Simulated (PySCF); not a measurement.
# H4OSSi: electronic excitations and core binding energies

Wanted: the electronic excitations and core binding energies of H4OSSi (`O[SiH2]S`), by calculation.

Programs: PySCF 2.14.0, with density-fitted response routines of our own. Each step states its level of theory. These are calculated values for one molecule in the gas phase, unless marked as measured. Atoms are numbered from 0 throughout.

## (1) The molecule as given

7 atoms, charge 0, multiplicity 1; geometry from: GFN2-xTB.

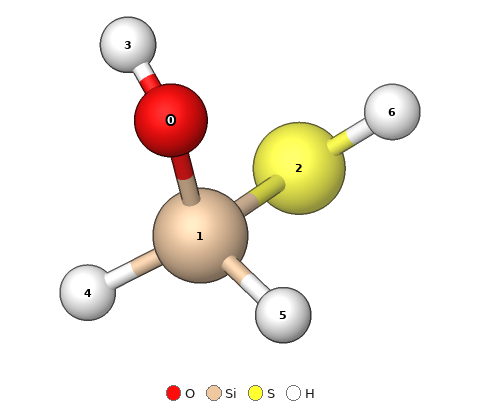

As it starts; oxygen red, silicon light orange, sulfur yellow, hydrogen white, atoms numbered; sticks join atoms by distance.

## (2) TDDFT and polarisability: B3LYP/def2-SVPD

Job settings and geometry (Å):

```
{"job": {"kind": "uv", "xc": "B3LYP", "basis": "def2-SVPD", "nstates": 8, "ntriplets": 3}, "charge": 0, "multiplicity": 1}
O     -0.845951     1.120977     0.286862
Si    -0.445604    -0.402216    -0.087304
S      1.673905    -0.569956    -0.453060
H     -0.623333     1.873644    -0.256151
H     -1.022072    -0.862893    -1.336811
H     -0.793852    -1.117049     1.122736
H      2.060242    -0.037603     0.696650
```

Level: TDDFT B3LYP/def2-SVPD, vertical, gas phase, core orbitals frozen in the response.

Output:

```text
coarse grid: 6816 points
cycle   1  E = -764.9669417064  dE =  2.192e-01  |g| = 7.198e-01  |ddm| = 2.857e+00
cycle   2  E = -764.7509752115  dE =  2.160e-01  |g| = 1.273e+00  |ddm| = 1.638e+00
cycle   3  E = -765.0651841462  dE = -3.142e-01  |g| = 9.775e-02  |ddm| = 1.029e+00
cycle   4  E = -765.0674328084  dE = -2.249e-03  |g| = 4.069e-02  |ddm| = 1.978e-01
cycle   5  E = -765.0679487966  dE = -5.160e-04  |g| = 5.005e-03  |ddm| = 6.859e-02
cycle   6  E = -765.0679557062  dE = -6.910e-06  |g| = 1.349e-03  |ddm| = 7.818e-03
final grid: 56368 points
cycle   7  E = -765.1556001668  dE = -8.561e-06  |g| = 1.714e-03  |ddm| = 2.075e-02
cycle   8  E = -765.1555994415  dE =  7.253e-07  |g| = 2.624e-03  |ddm| = 4.209e-03
cycle   9  E = -765.1556008576  dE = -1.416e-06  |g| = 2.591e-04  |ddm| = 2.295e-03
cycle  10  E = -765.1556008726  dE = -1.507e-08  |g| = 8.232e-05  |ddm| = 4.026e-04
cycle  11  E = -765.1556008749  dE = -2.256e-09  |g| = 1.679e-05  |ddm| = 1.406e-04
cycle  12  E = -765.1556008750  dE = -8.311e-11  |g| = 3.409e-06  |ddm| = 2.911e-05
converged SCF energy = -765.1556008750

Static polarisability (au): isotropic 52.880, principal 47.498 49.499 61.643

Singlet excitations
state   eV       nm        f      main configurations
  1   6.0785    204.0   0.03983   H->L 0.53, H->L+1 0.41
  2   6.3054    196.6   0.02364   H->L+1 0.48, H->L 0.44
  3   6.5573    189.1   0.02213   H->L+2 0.86, H->L+1 0.09
  4   7.2557    170.9   0.01203   H->L+3 0.78, H-1->L 0.15
  5   7.2764    170.4   0.01438   H-1->L 0.80, H->L+3 0.16
  6   7.4929    165.5   0.03459   H->L+4 0.93
  7   7.5500    164.2   0.05466   H-1->L+1 0.92
  8   7.7453    160.1   0.01838   H->L+5 0.95

Triplet excitations (Tamm-Dancoff, eV): 5.7203 5.9074 6.2144
```

Wall time 4.3 s (1 thread, shared host).

The orbitals next to the gap, with their largest atomic shares:

```
orbital      eV                       atoms
 HOMO−3  -10.73  O0 56 %, Si1 17 %, S2 13 %
 HOMO−2   -9.25  O0 36 %, Si1 23 %, H4 17 %
 HOMO−1   -8.58  S2 52 %, O0 23 %, Si1 14 %
   HOMO   -7.30    S2 78 %, Si1 9 %, H6 7 %
   LUMO   -0.28  Si1 28 %, O0 22 %, S2 20 %
 LUMO+1   -0.02  S2 40 %, H6 18 %, Si1 17 %
 LUMO+2    0.41  S2 45 %, Si1 23 %, H5 11 %
```

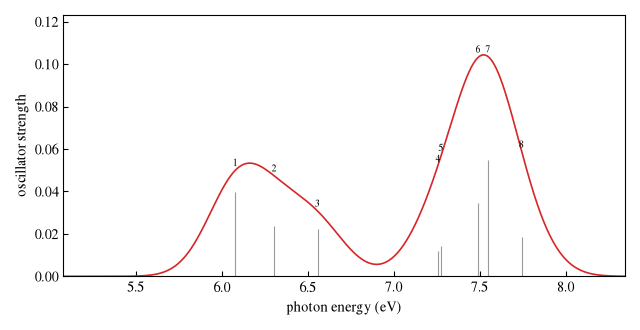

Absorption spectrum from the 8 singlet states computed; above the last one it falls off for lack of states. Lines are broadened to a width of 0.40 eV (Gaussian).

Ground-state properties from the same run:

| property | computed |
| --- | --- |
| dipole moment (D) | 1.01 |
| polarisability (Å³) | 7.84 |
| HOMO–LUMO gap (eV) | 7.02 |
| −ε(HOMO) (eV) | 7.30 |

## (3) Core holes by ΔSCF: SCAN, X2C

Same as in step 2 but for these lines:

```diff
@@ -1,2 +1,2 @@
-{"job": {"kind": "uv", "xc": "B3LYP", "basis": "def2-SVPD", "nstates": 8, "ntriplets": 3}, "charge": 0, "multiplicity": 1}
+{"job": {"kind": "xps"}, "charge": 0, "multiplicity": 1}
 O     -0.845951     1.120977     0.286862
```

Level: delta-SCF UKS SCAN, pcX-2 on the ionised atom, pcseg-1 elsewhere, spin-free X2C.

Output:

```text
ground state, core basis on atom 0 (O), 101 functions
  cycle   1  E = -766.81972819  |g| = 8.40e-01
  cycle   2  E = -766.44942044  |g| = 1.62e+00
  cycle   3  E = -766.93768145  |g| = 1.59e-01
  cycle   4  E = -766.94294205  |g| = 7.15e-02
  cycle   5  E = -766.94457263  |g| = 1.12e-02
  cycle   6  E = -766.94460275  |g| = 4.39e-03
  cycle   7  E = -766.94460826  |g| = 1.53e-03
  cycle   8  E = -766.94460901  |g| = 2.12e-04
  E(ground) = -766.99028971 Eh
hole in O 1s of atom 0
  cycle   1  E = -746.32977532  |g| = 2.22e+00
  cycle   2  E = -744.66791727  |g| = 2.51e+00
  cycle   3  E = -746.85607030  |g| = 6.71e-01
  cycle   4  E = -747.03709240  |g| = 3.78e-01
  cycle   5  E = -747.13043729  |g| = 1.07e-01
  cycle   6  E = -747.13758444  |g| = 2.69e-02
  cycle   7  E = -747.13807842  |g| = 8.69e-03
  cycle   8  E = -747.13812865  |g| = 1.76e-03
  cycle   9  E = -747.13812917  |g| = 7.34e-04
  cycle  10  E = -747.13812991  |g| = 1.78e-04
  E(ion) = -747.18486561 Eh   <S^2> = 0.7614   hole on atom = 1.000   binding energy = 538.933 eV
ground state, core basis on atom 1 (Si), 112 functions
  cycle   1  E = -767.01461604  |g| = 2.97e-01
  cycle   2  E = -767.01306150  |g| = 1.25e-01
  cycle   3  E = -767.01182076  |g| = 1.44e-01
  cycle   4  E = -767.01563086  |g| = 1.56e-02
  cycle   5  E = -767.01566967  |g| = 3.09e-03
  cycle   6  E = -767.01567299  |g| = 3.84e-04
  E(ground) = -767.02224806 Eh
hole in Si 1s of atom 1
  cycle   1  E = -698.05434353  |g| = 4.35e+00
  cycle   2  E = -697.76339499  |g| = 2.29e+00
  cycle   3  E = -698.42172232  |g| = 9.83e-01
  cycle   4  E = -699.03266904  |g| = 3.23e-01
  cycle   5  E = -699.09854291  |g| = 8.35e-02
  cycle   6  E = -699.10120925  |g| = 6.27e-02
  cycle   7  E = -699.10296718  |g| = 1.82e-02
  cycle   8  E = -699.10310362  |g| = 3.01e-03
  cycle   9  E = -699.10310642  |g| = 1.05e-03
  cycle  10  E = -699.10310804  |g| = 2.49e-04
  E(ion) = -699.11815785 Eh   <S^2> = 0.7522   hole on atom = 1.000   binding energy = 1847.764 eV
hole in Si 2p of atom 1
  cycle   1  E = -762.71797584  |g| = 1.24e+00
  cycle   2  E = -762.34669288  |g| = 1.27e+00
  cycle   3  E = -762.90678858  |g| = 4.20e-01
  cycle   4  E = -763.02858312  |g| = 9.99e-02
  cycle   5  E = -763.03402649  |g| = 4.99e-02
  cycle   6  E = -763.03502103  |g| = 2.39e-02
  cycle   7  E = -763.03524623  |g| = 3.98e-03
  cycle   8  E = -763.03525506  |g| = 1.28e-03
  cycle   9  E = -763.03525611  |g| = 3.20e-04
  E(ion) = -763.05343116 Eh   <S^2> = 0.7518   hole on atom = 1.003   binding energy = 107.997 eV
  2p3/2 = 107.824 eV   2p1/2 = 108.450 eV
ground state, core basis on atom 2 (S), 112 functions
  cycle   1  E = -767.05620424  |g| = 4.06e-01
  cycle   2  E = -767.05612754  |g| = 4.86e-02
  cycle   3  E = -767.05571295  |g| = 6.40e-02
  cycle   4  E = -767.05674174  |g| = 7.06e-03
  cycle   5  E = -767.05674896  |g| = 4.73e-03
  cycle   6  E = -767.05675212  |g| = 3.77e-04
  E(ground) = -767.09190381 Eh
hole in S 1s of atom 2
  cycle   1  E = -674.82461508  |g| = 5.08e+00
  cycle   2  E = -675.05584837  |g| = 2.20e+00
  cycle   3  E = -675.46840315  |g| = 1.07e+00
  cycle   4  E = -675.96195058  |g| = 4.22e-01
  cycle   5  E = -676.01723811  |g| = 2.06e-01
  cycle   6  E = -676.03372239  |g| = 3.40e-02
  cycle   7  E = -676.03408941  |g| = 1.27e-02
  cycle   8  E = -676.03416781  |g| = 2.85e-03
  cycle   9  E = -676.03417246  |g| = 5.37e-04
  cycle  10  E = -676.03417292  |g| = 2.12e-04
  E(ion) = -676.06069912 Eh   <S^2> = 0.7513   hole on atom = 1.000   binding energy = 2477.085 eV
hole in S 2p of atom 2
  cycle   1  E = -760.38271131  |g| = 1.52e+00
  cycle   2  E = -760.35329048  |g| = 1.22e+00
  cycle   3  E = -760.75940629  |g| = 3.61e-01
  cycle   4  E = -760.80503769  |g| = 1.84e-01
  cycle   5  E = -760.81631182  |g| = 4.99e-02
  cycle   6  E = -760.81743181  |g| = 1.29e-02
  cycle   7  E = -760.81751072  |g| = 4.06e-03
  cycle   8  E = -760.81751983  |g| = 6.87e-04
  cycle   9  E = -760.81751938  |g| = 2.50e-04
  E(ion) = -760.85966189 Eh   <S^2> = 0.7530   hole on atom = 1.001   binding energy = 169.588 eV
  2p3/2 = 169.314 eV   2p1/2 = 170.556 eV
```

Wall time 11 s (1 thread, shared host).

Binding energies by hole, beside the orbital energy of the ground state; the difference holds orbital relaxation and, for a density functional, its self-interaction error:

```csv
hole,stands for,environment,ΔSCF (eV; 2p as the shell's mean),−ε (eV),⟨S²⟩
O1s on O0,O0,"oxygen bonded to Si, H",538.93,517.0,0.761
Si1s on Si1,Si1,"silicon bonded to O, S, 2 H",1847.76,1794.3,0.752
Si2p on Si1,Si1,"silicon bonded to O, S, 2 H",108.03,97.1,0.752
S1s on S2,S2,"sulfur bonded to Si, H",2477.09,2414.8,0.751
S2p on S2,S2,"sulfur bonded to Si, H",169.73,157.9,0.753
```

With the spin-orbit splitting: Si1 2p3/2 107.82, 2p1/2 108.45 eV; S2 2p3/2 169.31, 2p1/2 170.56 eV. The table gives each 2p level as the mean over the whole 2p shell (two parts 2p3/2, one part 2p1/2), which differs a little from the single hole in the log.

## (4) Results

```
                                quantity                        value
        lowest singlet (B3LYP/def2-SVPD)  6.08 eV (204 nm), f = 0.040
brightest single state of those computed  state 7, 7.55 eV, f = 0.055
                          lowest triplet                      5.72 eV
        O1s binding energies, SCAN/pcX-2                 O0 538.93 eV
       Si1s binding energies, SCAN/pcX-2               Si1 1847.76 eV
       Si2p binding energies, SCAN/pcX-2                Si1 108.03 eV
        S1s binding energies, SCAN/pcX-2                S2 2477.09 eV
        S2p binding energies, SCAN/pcX-2                 S2 169.73 eV
```

What this shows: The lowest singlet, at 6.08 eV, is HOMO→LUMO 0.53, HOMO→LUMO+1 0.41 and is weak; of the 8 states computed, the strongest absorption comes from state 7 at 7.55 eV. The lowest triplet lies 0.36 eV below the lowest singlet (triplets in Tamm-Dancoff, singlets in full TDDFT). States above −ε(HOMO) lie where TDDFT describes them poorly and they hang on the basis; the brightest is among them.
